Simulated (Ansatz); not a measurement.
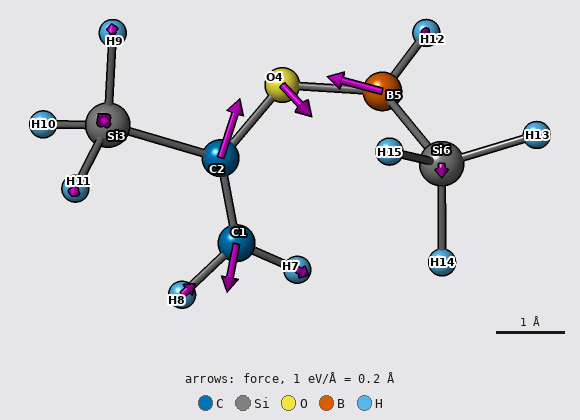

Starting geometry of C2H9BOSi2 with the computed forces as purple arrows. A ball-and-stick model, seen face on.

The run prepares an end point of a later path (torsion) calculation, from a guessed geometry.

All numbers below come from Ansatz 0.2.0, RKS PBE0-D4/def2-SVP.

Input
```yaml
crystal:
  periodic: [false, false, false]
  atoms:
    - { symbol: C, position_ang: [-0.8068, -0.3499, 1.2777] }
    - { symbol: C, position_ang: [0.2376, -0.7216, 0.625] }
    - { symbol: Si, position_ang: [1.40316, 0.58053, 0.05483] }
    - { symbol: O, position_ang: [0.4909, -2.09578, 0.17512] }
    - { symbol: B, position_ang: [0.21474, -3.27116, 1.05852] }
    - { symbol: Si, position_ang: [0.1855, -3.25059, 3.00987] }
    - { symbol: H, position_ang: [-1.5896, -1.0063, 1.5837] }
    - { symbol: H, position_ang: [-0.9553, 0.7542, 1.511] }
    - { symbol: H, position_ang: [2.67093, -0.04363, -0.27083] }
    - { symbol: H, position_ang: [0.85356, 1.1729, -1.22652] }
    - { symbol: H, position_ang: [1.53489, 1.62421, 1.04436] }
    - { symbol: H, position_ang: [0.30178, -4.33896, 0.51937] }
    - { symbol: H, position_ang: [0.27204, -4.61751, 3.56791] }
    - { symbol: H, position_ang: [-1.07679, -2.62179, 3.52256] }
    - { symbol: H, position_ang: [1.3505, -2.4452, 3.47157] }
basis:
  gaussian: { orbitals: def2-SVP }
hamiltonian:
  xc: pbe0
  dispersion: d4
relax:
  f_tol: 0.015
  max_steps: 40
```

Run as
```bash
ansatz run input.yaml --threads 2 --pin off --max-ram 3072MiB --backend cpu --events-out ev --progress --plain --runs-dir out
```

What follows when this structure is relaxed?

Answer. It isn't relaxed: the largest force vector, on C2, is 4.69 eV/Å. The final displacements have little in common with the starting forces (cosine between the two patterns 0.09). The energy falls by 92.7 kJ/mol in 17 geometry steps. Largest force component: 3.4 eV/Å at the start, 0.0063 eV/Å at the end. H10 moves most after the best rigid fit: 1.07 Å. By element the largest moves are H 1.07 Å, O 0.54 Å, Si 0.32 Å, B 0.29 Å, C 0.28 Å. Some distances before and after: O4–B5 1.496 → 1.353 Å, C2–O4 1.468 → 1.377 Å, B5–Si6 1.952 → 2.040 Å, C1–C2 1.286 → 1.336 Å. Bond angles that change, for instance: C1–C2–Si3 117.9° → 125.0°, Si6–B5–H12 117.4° → 122.8°, B5–Si6–H15 107.7° → 112.4°. Groups turn about C2–Si3 by about 35°, C2–O4 by about 30°.
